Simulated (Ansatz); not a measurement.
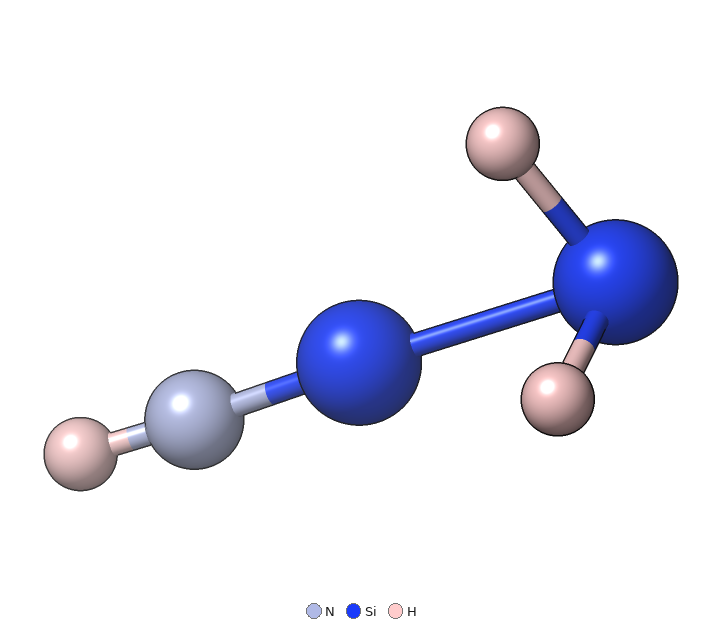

Ball-and-stick drawing of a structure.

Question: What is the molecular formula?

Answer: H₃NSi₂, 6 atoms: 3 hydrogen, 1 nitrogen and 2 silicon.

Question: Count the bonded pairs by element.

Answer: 2 Si–H, 1 N–Si, 1 Si–Si, 1 N–H. Sticks follow a distance rule.

The parts below concern this one geometry. Atoms keep their numbers from picture to picture. Computed geometry: PBE0-D4/def2-TZVP optimisation. No frequency run is at hand to confirm it as a minimum.

**Shape**

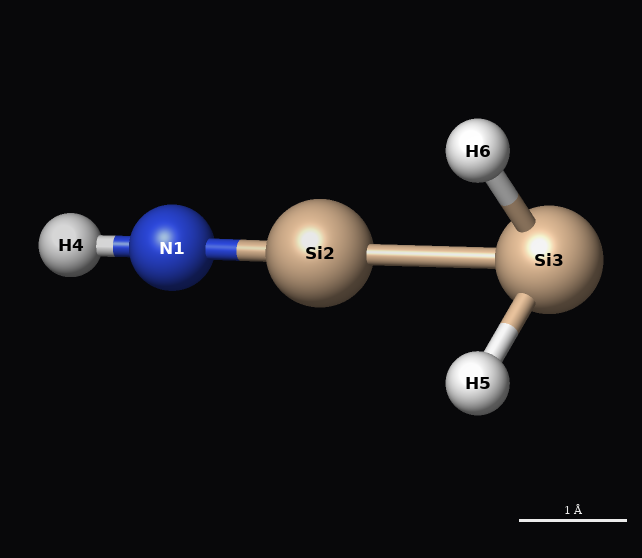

No frequency run is at hand to confirm it as a minimum.

Estimate the angles Si2–N1–H4, N1–Si2–Si3, Si2–Si3–H5, H5–Si3–H6.

```tsv
angle	degrees
Si2–N1–H4	172.4
N1–Si2–Si3	174.7
Si2–Si3–H5	77.3
H5–Si3–H6	90.6
```

**Electronic properties**

No frequency run is at hand to confirm it as a minimum. Properties computed with RKS PBE0-D4/def2-TZVPP (Ansatz 0.2.0).

Question: Give the HOMO energy (Kohn–Sham orbital) at this level.

Answer: −7.07 eV.

Question: What is the HOMO–LUMO gap?

Answer: 5.42 eV.

**Dipole moment**

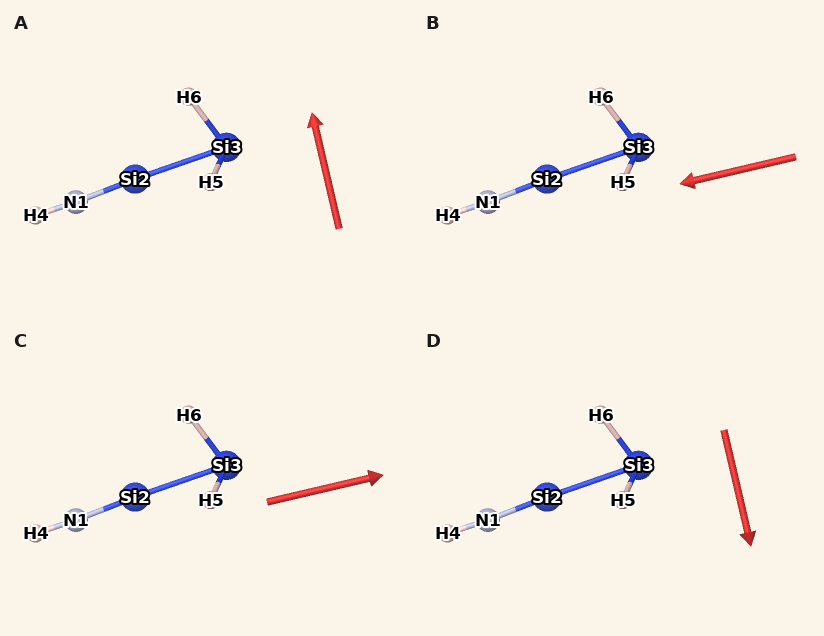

The same molecule four times, each with an arrow. No frequency run is at hand to confirm it as a minimum. Properties computed with RKS PBE0-D4/def2-TZVP (Ansatz 0.2.0).

Question: Which arrow points along the dipole moment, from the negative to the positive end?

Answer: B. The dipole moment is 0.91 D; it points from the side of Si3 to the side of H4 (the outermost atoms at the two ends).

**Charges**

The questions are on Mulliken charges. No frequency run is at hand to confirm it as a minimum. Properties computed with RKS PBE0-D4/def2-TZVP (Ansatz 0.2.0).

Question: Which atom carries the highest charge (most positive or least negative)?

Answer: Si2 (0.41 e).

Question: And the lowest?

Answer: N1 (−0.52 e).

List the Mulliken charges.

| atom | value (e) |
| --- | --- |
| N1 | −0.52 |
| Si2 | 0.41 |
| Si3 | −0.19 |
| H4 | 0.25 |
| H5 | 0.02 |
| H6 | 0.02 |

Mulliken values depend strongly on the basis set and can even reverse the polarity of a bond.
